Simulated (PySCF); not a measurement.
**UCCSD(T)/STO-3G run of InHF (SMILES [F][InH])**

Aim: the energy change on altering one bond length of InHF at UCCSD(T)/STO-3G, from 2 runs. Input form: a Python script.

The calculation is run with PySCF 2.14.0.

16 further runs of the same task are left out: 6 that didn't finish, 10 set aside as unsound or not needed.

## Step 1: Starting point

InHF has 3 atoms, charge 0, and is taken as a doublet. SMILES: `[F][InH]`. The shape is that of a PBE0-D4/def2-TZVP optimisation.

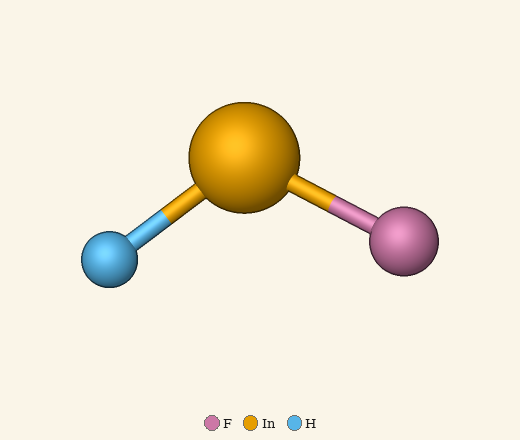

The structure, seen from a chosen angle (fluorine pink, indium amber, hydrogen blue).

## Step 2: A single-point energy at UCCSD(T)/STO-3G

The input, calc.py:

```python
# [F][InH]
from pyscf import gto, cc

mol = gto.M(
    atom=[
    ('F', (1.088400, 0.989500, 0.694300)),
    ('In', (-0.522500, 0.355100, -0.244800)),
    ('H', (-0.576900, -1.409400, -0.462800)),
],
    verbose=3,
    basis='sto-3g',
    max_memory=1860,
    spin=1,
)

myscf = mol.UHF()
myscf.conv_tol = 1e-10
myscf.kernel()
if not myscf.converged:
    myscf = myscf.newton().run(myscf.mo_coeff, myscf.mo_occ)

mycc = cc.CCSD(myscf, frozen=19)
mycc.kernel()
e_t = mycc.ccsd_t()
energy = mycc.e_tot + e_t
print(f'total energy: {energy:.8f} hartree')
```

Launch:

```console
OMP_NUM_THREADS=1 python calc.py
```

What it wrote:

```text
converged SCF energy = -5781.43577266799  <S^2> = 0.75870416  2S+1 = 2.0086853
E(UCCSD) = -5781.492976157015  E_corr = -0.0572034890212137
UCCSD(T) correction = -0.00616489478267647
total energy: -5781.49914105 hartree
```

It took 1.5 s on 1 thread of Arm Neoverse N1, shared host; peak memory 0.12 GiB.

## Step 3: The distorted shape, same level

The input, input.py:

```python
from pyscf import gto, scf, cc

mol = gto.M(
    atom='''
F      2.665557     2.109632     1.666935
In    -0.987382     0.671042    -0.462605
H     -1.090183    -2.663380    -0.874565
''',
    spin=1,
    verbose=3,
    max_memory=1860,
    basis='sto-3g',
    unit='bohr',
)

mf = scf.UHF(mol)
mf.conv_tol = 1e-10
mf.kernel()
if not mf.converged:
    mf = mf.newton().run(mf.mo_coeff, mf.mo_occ)

mycc = cc.CCSD(mf, frozen=19)
mycc.kernel()
e_t = mycc.ccsd_t()
energy = mycc.e_tot + e_t
print(f'total energy: {energy:.8f} hartree')
```

Launch:

```console
OMP_NUM_THREADS=1 python input.py
```

What it wrote:

```text
converged SCF energy = -5781.37145790922  <S^2> = 0.84374121  2S+1 = 2.0916417
E(UCCSD) = -5781.448340003194  E_corr = -0.07688209397610525
UCCSD(T) correction = -0.00431661726110738
total energy: -5781.45265662 hartree
```

Run time: 1.5 s. Hardware: 1 thread of Arm Neoverse N1, shared host; peak memory 0.1 GiB.

## Step 4: Results

At UCCSD(T)/STO-3G, 19 core orbitals frozen:

| quantity | value |
| --- | --- |
| first shape: total energy | -5781.49914 Eh |
| first shape: dipole moment (Hartree–Fock density) | 2.07 D |
| first shape: HOMO energy (Hartree–Fock orbitals) (highest over α and β) | -4.89 eV |
| first shape: LUMO energy (Hartree–Fock orbitals) (lowest over α and β) | 5.29 eV |
| first shape: correlation energy (19 core orbitals frozen) | -63.4 mEh |
| first shape: (T) correction | -6.16 mEh |
| first shape: ⟨S²⟩ of the reference determinant | 0.759 |
| first shape: T1 diagnostic | 0.022 |
| distorted shape: total energy | -5781.45266 Eh |
| distorted shape: dipole moment (Hartree–Fock density) | 2.64 D |
| distorted shape: HOMO energy (Hartree–Fock orbitals) (highest over α and β) | -4.29 eV |
| distorted shape: LUMO energy (Hartree–Fock orbitals) (lowest over α and β) | 4.76 eV |
| distorted shape: correlation energy (19 core orbitals frozen) | -81.2 mEh |
| distorted shape: (T) correction | -4.32 mEh |
| distorted shape: ⟨S²⟩ of the reference determinant | 0.844 |
| distorted shape: T1 diagnostic | 0.049 |
| energy change with the F1–In2 bond stretched from 1.970 to 2.364 Å | 1.265 eV |

In words: With the F1–In2 bond stretched from 1.970 to 2.364 Å the energy rises by 1.26 eV (122 kJ/mol). The first shape isn't relaxed at this level, so the change isn't measured from a minimum. The minimal basis adds a large error of its own. The triples (first shape) make up 9.7 % of the correlation energy. Relativity is left out (first shape) although the molecule holds a heavy atom. The T1 diagnostic (distorted shape) of 0.049 is above the customary mark for such species, so a single reference may not serve. The triples (distorted shape) make up 5.3 % of the correlation energy. Relativity is left out (distorted shape) although the molecule holds a heavy atom.
